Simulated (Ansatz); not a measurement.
# GeCCl (doublet): one geometry, many settings

What do other methods and options give for GeCCl (doublet) at this geometry, and how long do they take?

Method: the settings change from run to run; program: Ansatz 0.2.0, Gaussian basis.

20 further runs of the same task are left out: 8 that didn't finish, 12 set aside as unsound or not needed. Runs told in other sessions of the task aren't counted.

## 1. What is computed

The geometry is a PBE0/def2-TZVP stationary point (not a proven minimum). No spin-orbit coupling is included. The filled d shell of Ge may be among the frozen orbitals whatever the setting's name suggests.

3 atoms, charge 0, spin multiplicity 2.

Atoms are counted from 1 here; the program's logs count them from 0.

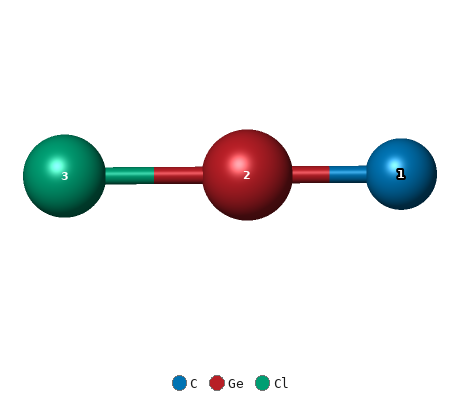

The structure; carbon blue, germanium red, chlorine teal; atoms are numbered from 1 in the order of the file.

## 2. HF (ROHF)/STO-3G

in.yaml reads:

```yaml
crystal:
  periodic: [false, false, false]
  atoms:
    - {symbol: C, position_ang: [0.000000, 0.000000, -1.908300]}
    - {symbol: Ge, position_ang: [0.000000, 0.000000, -0.112300]}
    - {symbol: Cl, position_ang: [0.000000, 0.000000, 2.020600]}
basis:
  gaussian: {orbitals: STO-3G}
magnetization: {spin_polarized: false, initial_magnetization: 1}
hamiltonian: {xc: hf}
accuracy: high
output: {forces: true, orbitals: {seedname: orbitals}}
```

The run is started by

```sh
> ansatz run in.yaml --threads 1 --pin off --events-out ev --progress --plain --max-ram 2393MiB
```

What it wrote:

```text
Functional definition: HF
  name "HF"
  cite "Fock, Z. Phys. 61, 126 (1930) doi:10.1007/BF01340294"
  parent pbe
  exchange = exact_x
  correlation = 0
482 factors; integrals over basis functions are off by at most 3.4e-9 eV
mean field evaluation 1: about -69211.2469 eV, gradient 1.2e1 eV
mean field evaluation 2: about -69211.2965 eV, gradient 1.3e1 eV
mean field evaluation 4: about -69212.0619 eV, gradient 4.1e0 eV
mean field evaluation 8: about -69212.2084 eV, gradient 4.4e-1 eV
mean field evaluation 16: about -69212.2391 eV, gradient 6.5e-5 eV
mean field evaluation 32: about -69206.8390 eV, gradient 1.1e0 eV
mean field evaluation 64: about -69192.3271 eV, gradient 7.8e0 eV
mean field -69212.23911862 eV, -2543.5028738685 hartree, gradient 8.9e-8 eV, S^2 0.750000; 2 other end points of the search recorded, 0 dependent functions left out
the calculation of the forces begins
reference -69212.23911862 eV, -2543.5028738685 hartree; 28, 27 occupied and 4, 5 virtual orbitals, 482 factors
Total energy: -69212.23911862 eV, -2543.5028738685 hartree
Atom 0 at     0.000000     0.000000    -1.908300 Å, force    -0.000000    -0.000000     4.113756 eV/Å
Atom 1 at     0.000000     0.000000    -0.112300 Å, force     0.000000     0.000000    -3.953080 eV/Å
Atom 2 at     0.000000     0.000000     2.020600 Å, force    -0.000000     0.000000    -0.160675 eV/Å
Dipole moment:    -0.000000     0.000000    -0.080225 e Å
```

Run time: 0.75 s. Hardware: 1 thread of Arm Neoverse V2, shared host.

## 3. MP2 on ROHF/cc-pVDZ

Edit in.yaml of step 2 so:

```diff
@@ -7,6 +7,5 @@
 basis:
-  gaussian: {orbitals: STO-3G}
+  gaussian: {orbitals: cc-pVDZ}
 magnetization: {spin_polarized: false, initial_magnetization: 1}
-hamiltonian: {xc: hf}
+correlation: {method: mp2, electrons: valence}
 accuracy: high
-output: {forces: true, orbitals: {seedname: orbitals}}
```

Launched as before.

What it wrote, cut to the lines that bear on the results:

```text
Functional definition: HF
  name "HF"
  cite "Fock, Z. Phys. 61, 126 (1930) doi:10.1007/BF01340294"
  parent pbe
[...]
1186 factors; integrals over basis functions are off by at most 4.4e-9 eV
[...]
mean field -70001.66962275 eV, -2572.5139098002 hartree, gradient 1.2e-8 eV, S^2 0.750000; 4 other end points of the search recorded, 0 dependent functions left out
unrestricted determinant -70002.28836273 eV, -2572.5366480752 hartree, S^2 1.7040
15 core orbitals not correlated: weight in the atoms' cores, before any rotation towards them, 1.000 or more for the frozen orbitals, at most 0.000 for the correlated occupied ones
reference -70001.66962275 eV, -2572.5139098002 hartree; 13, 12 occupied and 31, 32 virtual orbitals, 1186 factors
second order -9.84618728 eV of doubles, -0.04210076 eV of singles
Total energy: -70011.55791079 eV, -2572.8772976832 hartree
```

Run time: 4.7 s. Hardware: 1 thread of Arm Neoverse V2, shared host.

## 4. CISD/STO-3G

Edit in.yaml of step 3 so:

```diff
@@ -7,5 +7,5 @@
 basis:
-  gaussian: {orbitals: cc-pVDZ}
+  gaussian: {orbitals: STO-3G}
 magnetization: {spin_polarized: false, initial_magnetization: 1}
-correlation: {method: mp2, electrons: valence}
-accuracy: high
+correlation: {active_space: {ras: {orbitals: [27, 1, 4], electrons: 55, max_holes: 2, max_particles: 2}, fixed_orbitals: true}}
+scf: {lower_state_search: off}
```

The command is unchanged.

What it wrote, cut to the lines that bear on the results:

```text
Functional definition: HF
  name "HF"
  cite "Fock, Z. Phys. 61, 126 (1930) doi:10.1007/BF01340294"
  parent pbe
[...]
336 factors; integrals over basis functions are off by at most 3.0e-5 eV
[...]
mean field -69212.23904888 eV, -2543.5028713057 hartree, gradient 2.0e-6 eV, S^2 0.750000; 0 other end points of the search recorded, 0 dependent functions left out
reference -69212.23904888 eV, -2543.5028713057 hartree; 28, 27 occupied and 4, 5 virtual orbitals, 336 factors
state -69216.19381989 eV, -2543.6482064599 hartree
Total energy: -69216.19381989 eV, -2543.6482064599 hartree
Checks for a lower state left out: stability, starts, cluster_reference, orbital_swaps, neighbouring_geometries, increment
```

Run time: 0.87 s. Hardware: 1 thread of Arm Neoverse V2, shared host.

From the report: 15,548 determinants.

## 5. HF (ROHF)/cc-pVDZ

in.yaml reads:

```yaml
crystal:
  periodic: [false, false, false]
  atoms:
    - {symbol: C, position_ang: [0.000000, 0.000000, -1.908300]}
    - {symbol: Ge, position_ang: [0.000000, 0.000000, -0.112300]}
    - {symbol: Cl, position_ang: [0.000000, 0.000000, 2.020600]}
basis:
  gaussian: {orbitals: cc-pVDZ}
magnetization: {spin_polarized: false, initial_magnetization: 1}
hamiltonian: {xc: hf}
scf: {lower_state_search: full}
output: {orbitals: {seedname: orbitals}}
```

Launched as before.

What it wrote:

```text
Functional definition: HF
  name "HF"
  cite "Fock, Z. Phys. 61, 126 (1930) doi:10.1007/BF01340294"
  parent pbe
  exchange = exact_x
  correlation = 0
656 factors; integrals over basis functions are off by at most 7.3e-4 eV
mean field evaluation 1: about -70000.6306 eV, gradient 1.7e1 eV
mean field evaluation 2: about -70000.6371 eV, gradient 1.7e1 eV
mean field evaluation 4: about -70001.5878 eV, gradient 3.5e0 eV
mean field evaluation 8: about -70001.6677 eV, gradient 1.7e-1 eV
mean field evaluation 16: about -70001.5773 eV, gradient 1.1e0 eV
mean field evaluation 32: about -69996.8247 eV, gradient 5.6e0 eV
mean field evaluation 64: about -69999.3972 eV, gradient 5.2e-2 eV
mean field evaluation 96: about -69999.3696 eV, gradient 1.2e0 eV
mean field evaluation 128: about -69997.1927 eV, gradient 2.5e0 eV
mean field -70001.66940959 eV, -2572.5139019668 hartree, gradient 3.9e-5 eV, S^2 0.750000; 7 other end points of the search recorded, 0 dependent functions left out
reference -70001.66940959 eV, -2572.5139019668 hartree; 28, 27 occupied and 31, 32 virtual orbitals, 656 factors
Total energy: -70001.66940959 eV, -2572.5139019668 hartree
```

Run time: 3.5 s. Hardware: 1 thread of Arm Neoverse V2, shared host.

## 6. NEVPT2(3,2)/cc-pVDZ

Edit in.yaml of step 5 so:

```diff
@@ -9,4 +9,2 @@
 magnetization: {spin_polarized: false, initial_magnetization: 1}
-hamiltonian: {xc: hf}
-scf: {lower_state_search: full}
-output: {orbitals: {seedname: orbitals}}
+correlation: {method: sc_nevpt2, electrons: outside_noble_gas, active_space: {window: {electrons: 3, orbitals: 2}}}
```

Same command.

What it wrote, cut to the lines that bear on the results:

```text
Functional definition: HF
  name "HF"
  cite "Fock, Z. Phys. 61, 126 (1930) doi:10.1007/BF01340294"
  parent pbe
[...]
656 factors; integrals over basis functions are off by at most 7.3e-4 eV
[...]
mean field -70001.66940959 eV, -2572.5139019668 hartree, gradient 1.5e-6 eV, S^2 0.750000; 3 other end points of the search recorded, 0 dependent functions left out
reference -70001.66940959 eV, -2572.5139019668 hartree; 28, 27 occupied and 31, 32 virtual orbitals, 656 factors
state -70001.66940959 eV, -2572.5139019668 hartree
state -70001.66940959 eV, -2572.5139019668 hartree; corrected -70010.75983465 eV, -2572.8479689260 hartree
WARN: 1 active orbitals are nearly empty or full. The corrections depend on them more than the energy does, and are more stable in an active space without them
Total energy: -70010.75983465 eV, -2572.8479689260 hartree
```

Wall time 3.8 s (1 thread of Arm Neoverse V2, shared host).

From the report: 1 determinant; active occupations 2.00, 1.00. The report marks this result as in doubt.

## 7. HF (ROHF)/STO-3G

in.yaml reads:

```yaml
crystal:
  periodic: [false, false, false]
  atoms:
    - {symbol: C, position_ang: [0.000000, 0.000000, -1.908300]}
    - {symbol: Ge, position_ang: [0.000000, 0.000000, -0.112300]}
    - {symbol: Cl, position_ang: [0.000000, 0.000000, 2.020600]}
basis:
  gaussian: {orbitals: STO-3G}
magnetization: {spin_polarized: false, initial_magnetization: 1}
hamiltonian: {xc: hf}
output: {orbitals: {seedname: orbitals}}
```

Same command.

What it wrote:

```text
Functional definition: HF
  name "HF"
  cite "Fock, Z. Phys. 61, 126 (1930) doi:10.1007/BF01340294"
  parent pbe
  exchange = exact_x
  correlation = 0
336 factors; integrals over basis functions are off by at most 3.0e-5 eV
mean field evaluation 1: about -69211.2730 eV, gradient 1.2e1 eV
mean field evaluation 2: about -69211.2988 eV, gradient 1.2e1 eV
mean field evaluation 4: about -69212.0615 eV, gradient 4.2e0 eV
mean field evaluation 8: about -69212.2079 eV, gradient 4.4e-1 eV
mean field evaluation 16: about -69212.2390 eV, gradient 1.6e-5 eV
mean field evaluation 32: about -69212.1404 eV, gradient 4.1e-1 eV
mean field evaluation 64: about -69198.0722 eV, gradient 1.9e1 eV
mean field -69212.23904888 eV, -2543.5028713057 hartree, gradient 1.6e-5 eV, S^2 0.750000; 3 other end points of the search recorded, 0 dependent functions left out
reference -69212.23904888 eV, -2543.5028713057 hartree; 28, 27 occupied and 4, 5 virtual orbitals, 336 factors
Total energy: -69212.23904888 eV, -2543.5028713057 hartree
```

Run time: 0.51 s. Hardware: 1 thread of Arm Neoverse V2, shared host.

## 8. CCSD/cc-pVDZ

Edit in.yaml of step 7 so:

```diff
@@ -7,5 +7,5 @@
 basis:
-  gaussian: {orbitals: STO-3G}
+  gaussian: {orbitals: cc-pVDZ}
 magnetization: {spin_polarized: false, initial_magnetization: 1}
-hamiltonian: {xc: hf}
-output: {orbitals: {seedname: orbitals}}
+hamiltonian: {xc: {name: r2SCAN}, pseudopotentials: {relativity: scalar}}
+correlation: {method: ccsd, electrons: outside_noble_gas}
```

Same command.

What it wrote, cut to the lines that bear on the results:

```text
Functional definition: r2SCAN
  name "r2SCAN"
  cite "Furness, Kaplan, Ning, Perdew & Sun, J. Phys. Chem. Lett. 11, 8208 (2020) doi:10.1021/acs.jpclett.0c02405"
  cite "Furness, Kaplan, Ning, Perdew & Sun, J. Phys. Chem. Lett. 11, 9248 (2020) doi:10.1021/acs.jpclett.0c03077"
  parent r2scan
[...]
656 factors; integrals over basis functions are off by at most 7.3e-4 eV
[...]
mean field -70570.43325403 eV, -2593.4155877280 hartree, gradient 3.3e-6 eV, S^2 0.750000; 1 other end points of the search recorded, 0 dependent functions left out
unrestricted determinant -70502.27519292 eV, -2590.9108251812 hartree, S^2 1.6944
20 core orbitals not correlated: weight in the atoms' cores, before any rotation towards them, 0.996 or more for the frozen orbitals, at most 0.001 for the correlated occupied ones
reference -70500.84163799 eV, -2590.8581430093 hartree; 8, 7 occupied and 31, 32 virtual orbitals, 656 factors
second order -10.22423832 eV of doubles, -0.46920205 eV of singles
cycle   1  -9.74682519 eV  change    9.3e-1 eV  update   1.7e-1
[...]
cycle  13  -10.48092239 eV  change    8.4e-6 eV  update   1.6e-5
WARN: the results are in doubt because among natural orbitals full CI differs from the method by -0.119 eV
Total energy: -70511.32256038 eV, -2591.2433098028 hartree
Relativity: scalar
In doubt: among natural orbitals full CI differs from the method by -0.119 eV
```

Run time: 13 s. Hardware: 1 thread of Arm Neoverse V2, shared host.

From the report: correlation -10.4809 eV; T1 0.018; largest double amplitude 0.14. The orbitals are Kohn-Sham ones, so correlation energy and T1 don't compare with those on Hartree-Fock orbitals. The program marks this result as in doubt; its last lines say why.

## 9. MP2 on ROHF/6-31G

in.yaml reads:

```yaml
crystal:
  periodic: [false, false, false]
  atoms:
    - {symbol: C, position_ang: [0.000000, 0.000000, -1.908300]}
    - {symbol: Ge, position_ang: [0.000000, 0.000000, -0.112300]}
    - {symbol: Cl, position_ang: [0.000000, 0.000000, 2.020600]}
basis:
  gaussian: {orbitals: 6-31G}
magnetization: {spin_polarized: false, initial_magnetization: 1}
correlation: {method: mp2, electrons: outside_noble_gas}
```

Launched as before.

What it wrote, cut to the lines that bear on the results:

```text
Functional definition: HF
  name "HF"
  cite "Fock, Z. Phys. 61, 126 (1930) doi:10.1007/BF01340294"
  parent pbe
[...]
520 factors; integrals over basis functions are off by at most 3.0e-4 eV
[...]
mean field -69991.46153869 eV, -2572.1387696304 hartree, gradient 1.6e-6 eV, S^2 0.750000; 5 other end points of the search recorded, 0 dependent functions left out
[...]
unrestricted determinant -69992.29825125 eV, -2572.1695182499 hartree, S^2 1.8632
20 core orbitals not correlated: weight in the atoms' cores, before any rotation towards them, 0.994 or more for the frozen orbitals, at most 0.002 for the correlated occupied ones
reference -69991.46153869 eV, -2572.1387696304 hartree; 8, 7 occupied and 23, 24 virtual orbitals, 520 factors
second order -5.30893910 eV of doubles, -0.01023033 eV of singles
Total energy: -69996.78070812 eV, -2572.3342455013 hartree
```

Run time: 2.2 s. Hardware: 1 thread of Arm Neoverse V2, shared host.

## 10. CCSD(T)/def2-SVP

in.yaml reads:

```yaml
crystal:
  periodic: [false, false, false]
  atoms:
    - {symbol: C, position_ang: [0.000000, 0.000000, -1.908300]}
    - {symbol: Ge, position_ang: [0.000000, 0.000000, -0.112300]}
    - {symbol: Cl, position_ang: [0.000000, 0.000000, 2.020600]}
basis:
  gaussian: {orbitals: def2-SVP, point_charges: [{charge: -1.00, position_ang: [4.766, 0.717, -0.308]}]}
magnetization: {spin_polarized: true, initial_magnetization: 1}
hamiltonian: {xc: {name: PBE0}}
correlation: {method: ccsd_t, electrons: outside_noble_gas}
accuracy: high
scf: {omitted_lower_state_checks: [cluster_reference]}
```

Launched as before.

What it wrote, cut to the lines that bear on the results:

```text
Functional definition: PBE0
  name "PBE0"
  cite "Adamo & Barone, J. Chem. Phys. 110, 6158 (1999) doi:10.1063/1.478522"
  cite "Perdew, Burke & Ernzerhof, Phys. Rev. Lett. 77, 3865 (1996) doi:10.1103/PhysRevLett.77.3865"
  parent pbe
[...]
1136 factors; integrals over basis functions are off by at most 4.1e-9 eV
[...]
mean field -70048.36944455 eV, -2574.2300965969 hartree, gradient 7.3e-8 eV, S^2 0.762711; 8 other end points of the search recorded, 0 dependent functions left out
20 core orbitals not correlated: weight in the atoms' cores, before any rotation towards them, 0.997 or more for the frozen orbitals, at most 0.001 for the correlated occupied ones
reference -69989.85071453 eV, -2572.0795729344 hartree; 8, 7 occupied and 36, 37 virtual orbitals, 1136 factors
second order -9.93997758 eV of doubles, -0.31541831 eV of singles
cycle   1  -9.52223163 eV  change    7.2e-1 eV  update   1.6e-1
[...]
cycle  36  -10.17716813 eV  change   6.4e-10 eV  update   1.5e-9
perturbative correction -0.60430232 eV, -0.0222077005 hartree
Total energy: -70000.63218498 eV, -2572.4757846654 hartree
Checks for a lower state left out: cluster_reference
```

Run time: 30 s. Hardware: 1 thread of Arm Neoverse V2, shared host; peak memory 0.3 GiB.

From the report: ⟨S²⟩ of the determinant 0.763 (pure doublet: 0.75); correlation -10.7815 eV; T1 0.012; largest double amplitude 0.14. The orbitals are Kohn-Sham ones, so correlation energy and T1 don't compare with those on Hartree-Fock orbitals.

## 11. All runs side by side

 † marks a result that the program doubts.

```tsv
level	correlated	functions	energy (eV)	time
HF (ROHF)/STO-3G		32	-69212.2391	0.75 s
MP2 on ROHF/cc-pVDZ	valence	59	-70011.5579	4.7 s
CISD/STO-3G	all	32	-69216.1938	0.87 s
HF (ROHF)/cc-pVDZ		59	-70001.6694	3.5 s
NEVPT2(3,2)/cc-pVDZ †	outside noble gas	59	-70010.7598	3.8 s
HF (ROHF)/STO-3G		32	-69212.2390	0.51 s
CCSD/cc-pVDZ (on r2SCAN orbitals, relativity set) †	outside noble gas	59	-70511.3226	13 s
MP2 on ROHF/6-31G	outside noble gas	51	-69996.7807	2.2 s
CCSD(T)/def2-SVP (beside a point charge, on PBE0 orbitals)	outside noble gas	64	-70000.6322	30 s
```

## 12. Results

| quantity | value |
| --- | --- |
| runs | 9 |
| quickest | HF (ROHF)/STO-3G, 0.51 s |
| slowest | CCSD(T)/def2-SVP (beside a point charge, on PBE0 orbitals), 30 s |

What this shows: Total energies in different bases, with other cores or another treatment of relativity can't be set against each other. «valence» and «outside noble gas» are the program's key words; the logs give how many orbitals each freezes, and for Ga to Kr the 3d shell needn't follow the word's plain sense. CCSD(T)/def2-SVP (beside a point charge, on PBE0 orbitals) took 58 times as long as HF (ROHF)/STO-3G; the jobs differ in more than the method.
